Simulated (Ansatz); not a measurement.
```
atom    x (Å)   y (Å)    z (Å)
   F  -1.0560  1.9754  -0.7135
  Li  -1.7449  0.3869  -0.3642
  Si  -0.8869  1.2993  -2.3489
   H   0.5631  1.6172  -2.6111
   H  -1.5246  2.4040  -3.1523
```

Geometry: PBE0-D4/def2-TZVP.

Level of theory: Ansatz, isolated molecule in a Gaussian basis; Kohn-Sham density functional theory, functional PBE0.

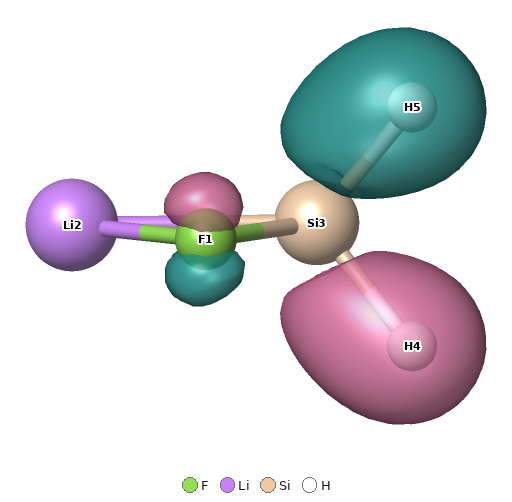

FH$_{2}$LiSi. The HOMO−1 at ±0.2 Å⁻³ᐟ² (teal and pink are the two phases), seen across its widest extent.

> Describe this orbital and give its energy.

It lies mainly on Si3 (about 40 %), H4 (about 25 %), H5 (about 25 %) and F1 (about 5 %). Its energy is −8.20 eV.
